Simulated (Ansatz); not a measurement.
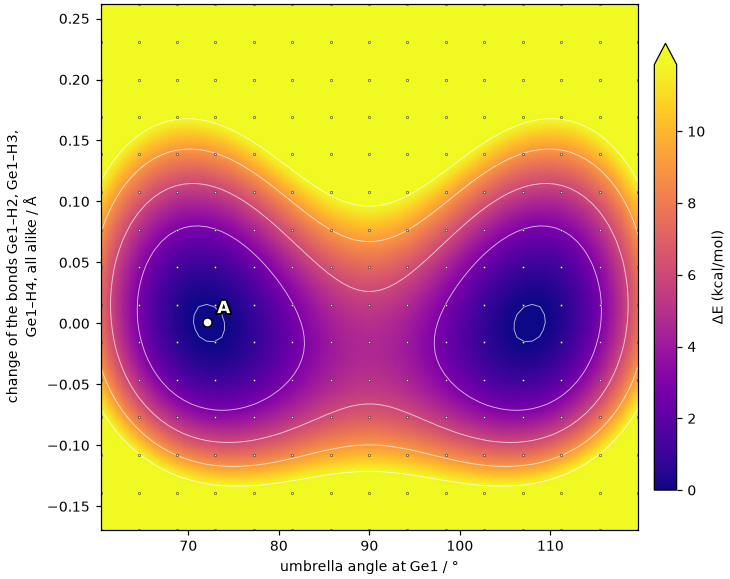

GeH₃, SMILES [GeH3], spin multiplicity 2. First axis: umbrella angle at Ge1 (between each of its bonds and their common axis; 90 is planar). Second axis: change of the bonds Ge1–H2, Ge1–H3, Ge1–H4, all alike. Nothing is relaxed (all other coordinates rigid). The scan uses a 15 × 15 grid; 120 points were computed and 105 follow by symmetry. Points are written as (first, second). Energies are in kcal/mol, from the lowest grid point. Method: UKS PBE0-D4/def2-TZVP (Ansatz).

In the figure: a smooth colour map with a few white contour lines, dots at the grid points, one colour for all values above the top of the scale, the point A. Between grid points the surface is interpolated.

### Find the lowest pass out of the well at A.

The easiest path leads from the well at about (72°, 0.00 Å) to a well of about the same depth at about (108°, 0.00 Å). Its highest point lies about 4.8 kcal/mol above the bottom of the first well on the interpolated surface, at about (90°, −0.02 Å). The start is the relaxed structure and all else is held, so a fully relaxed path at this level can only be lower.

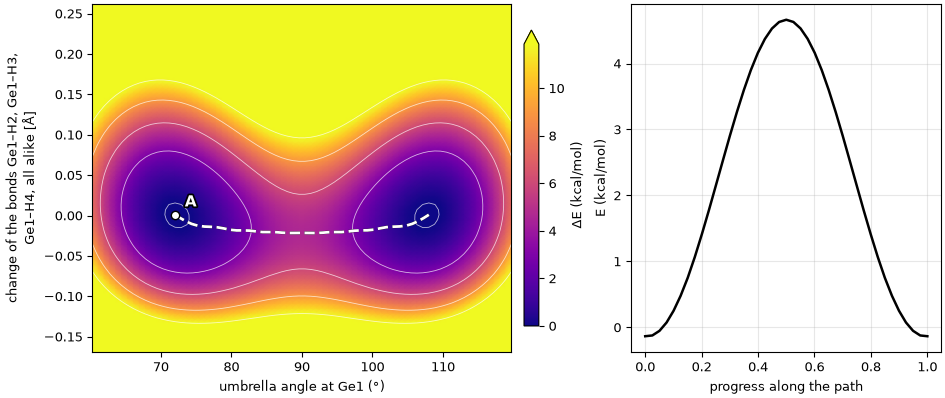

Drawn: a smooth colour map with a few white contour lines, a line along the lowest path, one colour for all values above the top of the scale, the energy along the path at the right. Between grid points the surface is interpolated.
